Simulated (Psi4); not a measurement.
**Interaction calculation of C$_{2}$H$_{6}$F$_{2}$ (part 2 of 2)**

Continued. System: C$_{2}$H$_{6}$F$_{2}$, SMILES CF.CF. Method: SAPT0-D3BJ/aug-cc-pVDZ, RHF (Psi4 1.11). 

Geometry of the input (Å):
```
C  -0.0507  0.0329  0.0078
F  1.0941  -0.7105  -0.1686
H  -0.9187  -0.6269  -0.0580
H  -0.1048  0.7960  -0.7720
H  -0.0198  0.5085  0.9907
C  -1.8249  1.1878  3.8706
F  -0.8880  1.4661  2.9015
H  -2.6927  1.8349  3.7247
H  -1.3867  1.3711  4.8543
H  -2.1247  0.1407  3.7873
```

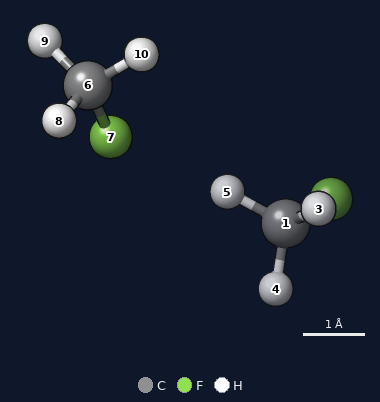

The structure (ball-and-stick view, seen at a tilt; atoms are numbered from 1 in the order of the input).

**Output, continued**
```
 L = 1.  Multiply by 2.5417464519 to convert [e a0] to [Debye]
 Dipole X            :        -16.7227113           16.0608579           -0.6618534
 Dipole Y            :         10.8600489          -10.4303433            0.4297055
 Dipole Z            :          2.5765977           -2.4746720            0.1019257
 Magnitude           :                                                    0.7956668

 ------------------------------------------------------------------------------------

	total time  =          1 seconds =       0.02 minutes

  //>>>>>>>>>>>>>>>>>>>>>>>>>>>>>>>>>>>//
  //            Monomer B HF           //
  //<<<<<<<<<<<<<<<<<<<<<<<<<<<<<<<<<<<//

  ==> Geometry <==

    Molecular point group: c1
    Full point group: C1

    Geometry (in Angstrom), charge = 0, multiplicity = 1:

       Center              X                  Y                   Z               Mass
    ------------   -----------------  -----------------  -----------------  -----------------
      Gh(C)          -0.050720000000     0.032900000000     0.007820000000    12.000000000000
      Gh(F)           1.094080000000    -0.710500000000    -0.168580000000    18.998403162730
      Gh(H)          -0.918720000000    -0.626900000000    -0.057980000000     1.007825032230
      Gh(H)          -0.104820000000     0.796000000000    -0.771980000000     1.007825032230
      Gh(H)          -0.019820000000     0.508500000000     0.990720000000     1.007825032230
         C           -1.824920000000     1.187800000000     3.870600000000    12.000000000000
         F           -0.888030000000     1.466140000000     2.901530000000    18.998403162730
         H           -2.692730000000     1.834890000000     3.724750000000     1.007825032230
         H           -1.386660000000     1.371070000000     4.854310000000     1.007825032230
         H           -2.124680000000     0.140690000000     3.787310000000     1.007825032230

  Running in c1 symmetry.

  Rotational constants: A =      0.50911  B =      0.03142  C =      0.03059 [cm^-1]
  Rotational constants: A =  15262.62396  B =    941.89428  C =    916.99983 [MHz]
  Nuclear repulsion =   37.451203244936927

  Charge       = 0
  Multiplicity = 1
  Electrons    = 18
  Nalpha       = 9
  Nbeta        = 9

  ==> Iterations <==

                           Total Energy        Delta E     RMS |[F,P]|

   @DF-RHF iter SAD:  -138.41888909200691   -1.38419e+02   0.00000e+00
   @DF-RHF iter   1:  -139.02087166893767   -6.01983e-01   1.76272e-03 ADIIS/DIIS
   @DF-RHF iter   2:  -139.05241850885258   -3.15468e-02   7.85900e-04 ADIIS/DIIS
   @DF-RHF iter   3:  -139.05705019871743   -4.63169e-03   2.04747e-04 SOSCF, nmicro=5
   @DF-RHF iter   4:  -139.05762252804541   -5.72329e-04   1.07545e-06 SOSCF, nmicro=5
   @DF-RHF iter   5:  -139.05762254631207   -1.82667e-08   2.16830e-08 SOSCF, nmicro=5
   @DF-RHF iter   6:  -139.05762254631597   -3.89377e-12   2.36283e-10 SOSCF, nmicro=conv
  Energy and wave function converged.

  ==> Post-Iterations <==

    Orbital Energies [Eh]
    ---------------------

    Doubly Occupied:

       1A    -26.291899     2A    -11.315765     3A     -1.595925
       4A     -0.956216     5A     -0.697455     6A     -0.697434
       7A     -0.677982     8A     -0.529011     9A     -0.528977

    Virtual:

      10A      0.031374    11A      0.042440    12A      0.054724
      13A      0.055520    14A      0.074350    15A      0.077099
      16A      0.095167    17A      0.124923    18A      0.129685
      19A      0.140571    20A      0.150583    21A      0.154585
      22A      0.163913    23A      0.174365    24A      0.234317
      25A      0.257710    26A      0.270726    27A      0.273605
      28A      0.283737    29A      0.287958    30A      0.296239
      31A      0.313686    32A      0.318191    33A      0.325891
      34A      0.339333    35A      0.352599    36A      0.389195
      37A      0.404359    38A      0.416326    39A      0.429485
      40A      0.438275    41A      0.454547    42A      0.468904
      43A      0.495522    44A      0.506679    45A      0.512564
      46A      0.519794    47A      0.542760    48A      0.549130
      49A      0.573877    50A      0.588059    51A      0.590270
      52A      0.609608    53A      0.625957    54A      0.640831
      55A      0.658773    56A      0.676454    57A      0.687953
      58A      0.699683    59A      0.706054    60A      0.728087
      61A      0.744559    62A      0.755463    63A      0.763573
      64A      0.771138    65A      0.784640    66A      0.819146
      67A      0.823518    68A      0.834977    69A      0.894566
      70A      0.923421    71A      0.959382    72A      1.016964
      73A      1.044736    74A      1.126573    75A      1.142245
      76A      1.286499    77A      1.311998    78A      1.327206
      79A      1.360992    80A      1.495197    81A      1.548466
      82A      1.566429    83A      1.598882    84A      1.622182
      85A      1.681957    86A      1.708671    87A      1.735585
      88A      1.769232    89A      1.809405    90A      1.825244
      91A      1.839796    92A      1.856795    93A      1.862343
      94A      1.877738    95A      1.921500    96A      1.929580
      97A      2.034549    98A      2.108290    99A      2.133669
     100A      2.170740   101A      2.220356   102A      2.230134
     103A      2.242281   104A      2.250518   105A      2.254047
     106A      2.269227   107A      2.299830   108A      2.331250
     109A      2.342812   110A      2.406556   111A      2.420252
     112A      2.548194   113A      2.678545   114A      2.686461
     115A      2.689434   116A      2.724958   117A      2.803484
     118A      2.823169   119A      2.883877   120A      2.895838
     121A      2.940605   122A      3.101509   123A      3.123974
     124A      3.270441   125A      3.292930   126A      3.425167
     127A      3.549805   128A      4.211568   129A      5.001097
     130A      5.022080   131A      5.081163   132A      5.098553
     133A      5.101802   134A      5.126274   135A      5.209103
     136A      5.307048   137A      6.784395   138A      6.791510
     139A      6.833440   140A      6.842225   141A      6.907533
     142A      7.515883   143A      7.549326   144A      7.985641
     145A     18.523101   146A     42.968788

    Final Occupation by Irrep:
              A
    DOCC [     9 ]
    NA   [     9 ]
    NB   [     9 ]

  @DF-RHF Final Energy:  -139.05762254631597

   => Energetics <=

    Nuclear Repulsion Energy =             37.4512032449369272
    One-Electron Energy =                -266.4363238625948043
    Two-Electron Energy =                  89.9274980713419154
    Total Energy =                       -139.0576225463159687

Computation Completed

Properties will be evaluated at   0.000000,   0.000000,   0.000000 [a0]

Properties computed using the SCF density matrix

 Multipole Moments:

 ------------------------------------------------------------------------------------
     Multipole            Electronic (a.u.)      Nuclear  (a.u.)        Total (a.u.)
 ------------------------------------------------------------------------------------

 L = 1.  Multiply by 2.5417464519 to convert [e a0] to [Debye]
 Dipole X            :         46.9775720          -47.5187886           -0.5412165
 Dipole Y            :        -44.8888622           44.7273796           -0.1614825
 Dipole Z            :       -116.0440982          116.6031695            0.5590713
 Magnitude           :                                                    0.7947029

 ------------------------------------------------------------------------------------

	total time  =          2 seconds =       0.03 minutes
  Constructing Basis Sets for SAPT...

   => Loading Basis Set <=

    Name: (AUG-CC-PVDZ AUX)
    Role: RIFIT
    Keyword: DF_BASIS_SAPT

   => Loading Basis Set <=

    Name: (AUG-CC-PVDZ AUX)
    Role: JKFIT
    Keyword: DF_BASIS_ELST

  //>>>>>>>>>>>>>>>>>>>>>>>>>>>>>>>>>>>//
  //             SAPT0-D3BJ            //
  //<<<<<<<<<<<<<<<<<<<<<<<<<<<<<<<<<<<//

        SAPT0
     6 June 2009

      Orbital Information
  --------------------------
    NSO        =       146
    NMO        =       146
    NRI        =       426
    NRI (Elst) =       536
    NOCC A     =         9
    NOCC B     =         9
    FOCC A     =         2
    FOCC B     =         2
    NVIR A     =       137
    NVIR B     =       137

    Elst10,r            =    -0.002763998803 [Eh]
    Exch10              =     0.003184413637 [Eh]
    Exch10 (S^2)        =     0.003177256690 [Eh]

    Maxiter = 50
    CPHF R converge = 1.000000E-08

    Iter     Energy [mEh]          dE [mEh]         Residual      Time [s]
       1      -0.75697247       0.756972473     3.370930e-03             0
       2      -0.86510984       0.108137370     9.351211e-04             0
       3      -0.86919197       0.004082125     2.711619e-04             0
       4      -0.86662564      -0.002566324     6.557061e-05             0
       5      -0.86656440      -0.000061239     1.432800e-05             0
       6      -0.86668140       0.000116995     3.413252e-06             0
       7      -0.86667756      -0.000003837     1.095146e-06             0
       8      -0.86667016      -0.000007402     2.509573e-07             0
       9      -0.86667165       0.000001494     3.988016e-08             0
      10      -0.86667154      -0.000000116     9.037405e-09             0

    CHF Iterations converged

    Maxiter = 50
    CPHF R converge = 1.000000E-08

    Iter     Energy [mEh]          dE [mEh]         Residual      Time [s]
       1      -0.16145640       0.161456404     2.351823e-03             0
       2      -0.19850482       0.037048414     9.574812e-04             0
       3      -0.20284233       0.004337514     2.389212e-04             0
       4      -0.20214705      -0.000695279     6.822991e-05             0
       5      -0.20194146      -0.000205590     1.605009e-05             0
       6      -0.20197963       0.000038166     4.796927e-06             0
       7      -0.20199221       0.000012582     8.865119e-07             0
       8      -0.20198887      -0.000003341     1.281827e-07             0
       9      -0.20198910       0.000000228     2.806926e-08             0
      10      -0.20198910      -0.000000000     6.181362e-09             0

    CHF Iterations converged

    Ind20,r (A<-B)      =    -0.000866671538 [Eh]
    Ind20,r (B<-A)      =    -0.000201989099 [Eh]
    Ind20,r             =    -0.001068660637 [Eh]
    Exch-Ind20,r (A<-B) =     0.000696207566 [Eh]
    Exch-Ind20,r (B<-A) =     0.000081557999 [Eh]
    Exch-Ind20,r        =     0.000777765566 [Eh]

    SAPT Results
  --------------------------------------------------------------------------------------------------------
    Electrostatics                 -2.76399880 [mEh]      -1.73443543 [kcal/mol]      -7.25687786 [kJ/mol]
      Elst10,r                     -2.76399880 [mEh]      -1.73443543 [kcal/mol]      -7.25687786 [kJ/mol]

    Exchange                        3.18441364 [mEh]       1.99824973 [kcal/mol]       8.36067685 [kJ/mol]
      Exch10                        3.18441364 [mEh]       1.99824973 [kcal/mol]       8.36067685 [kJ/mol]
      Exch10(S^2)                   3.17725669 [mEh]       1.99375867 [kcal/mol]       8.34188629 [kJ/mol]

    Induction                      -0.59590976 [mEh]      -0.37393902 [kcal/mol]      -1.56456086 [kJ/mol]
      Ind20,r                      -1.06866064 [mEh]      -0.67059467 [kcal/mol]      -2.80576812 [kJ/mol]
      Exch-Ind20,r                  0.77776557 [mEh]       0.48805526 [kcal/mol]       2.04202321 [kJ/mol]
      delta HF,r (2)               -0.30501469 [mEh]      -0.19139961 [kcal/mol]      -0.80081596 [kJ/mol]

    Dispersion                      0.00000000 [mEh]       0.00000000 [kcal/mol]       0.00000000 [kJ/mol]
      Disp20                        0.00000000 [mEh]       0.00000000 [kcal/mol]       0.00000000 [kJ/mol]
      Exch-Disp20                   0.00000000 [mEh]       0.00000000 [kcal/mol]       0.00000000 [kJ/mol]
      Disp20 (SS)                   0.00000000 [mEh]       0.00000000 [kcal/mol]       0.00000000 [kJ/mol]
      Disp20 (OS)                   0.00000000 [mEh]       0.00000000 [kcal/mol]       0.00000000 [kJ/mol]
      Exch-Disp20 (SS)              0.00000000 [mEh]       0.00000000 [kcal/mol]       0.00000000 [kJ/mol]
      Exch-Disp20 (OS)              0.00000000 [mEh]       0.00000000 [kcal/mol]       0.00000000 [kJ/mol]

  Total HF                         -0.17549493 [mEh]      -0.11012473 [kcal/mol]      -0.46076186 [kJ/mol]
  Total SAPT0                      -0.17549493 [mEh]      -0.11012473 [kcal/mol]      -0.46076186 [kJ/mol]

  Special recipe for scaled SAPT0 (see Manual):
    Electrostatics sSAPT0          -2.76399880 [mEh]      -1.73443543 [kcal/mol]      -7.25687786 [kJ/mol]
    Exchange sSAPT0                 3.18441364 [mEh]       1.99824973 [kcal/mol]       8.36067685 [kJ/mol]
    Induction sSAPT0               -0.59064203 [mEh]      -0.37063347 [kcal/mol]      -1.55073044 [kJ/mol]
    Dispersion sSAPT0               0.00000000 [mEh]       0.00000000 [kcal/mol]       0.00000000 [kJ/mol]
  Total sSAPT0                     -0.17022720 [mEh]      -0.10681918 [kcal/mol]      -0.44693144 [kJ/mol]
  --------------------------------------------------------------------------------------------------------

	total time  =          1 seconds =       0.02 minutes
   => HF-D3(BJ): Empirical Dispersion <=

        s6 =       1.000000
        s8 =       0.917100
        a1 =       0.338500
        a2 =       2.883000

    => SAPT0-D Energy Summary <=
  --------------------------------------------------------------------------------------------------------
    Electrostatics                 -2.76399880 [mEh]      -1.73443543 [kcal/mol]      -7.25687786 [kJ/mol]
    Exchange                        3.18441364 [mEh]       1.99824973 [kcal/mol]       8.36067685 [kJ/mol]
    Induction                      -0.59590976 [mEh]      -0.37393902 [kcal/mol]      -1.56456086 [kJ/mol]
    Dispersion                     -1.40171599 [mEh]      -0.87959007 [kcal/mol]      -3.68020483 [kJ/mol]
  Total SAPT0-D                    -1.57721092 [mEh]      -0.98971479 [kcal/mol]      -4.14096669 [kJ/mol]
  --------------------------------------------------------------------------------------------------------

Warning! sapt0-d3bj does not have an associated derived wavefunction. The returned wavefunction is the dimer SCF wavefunction.

[set-up sections that repeat, and orbital energies of the middle runs, are left out above]
```

**Standard output**
```
total energy -0.00157721 hartree = -0.04292 eV
```

**Summary**

```csv
quantity,value
outcome,converged
SCF energy,−278.115381 hartree
dispersion energy,−0.030376 hartree
basis functions,146
wall time,9.3 s
peak memory,0.34 GiB
```

Settings chosen away from the usual ones: soscf set to true.
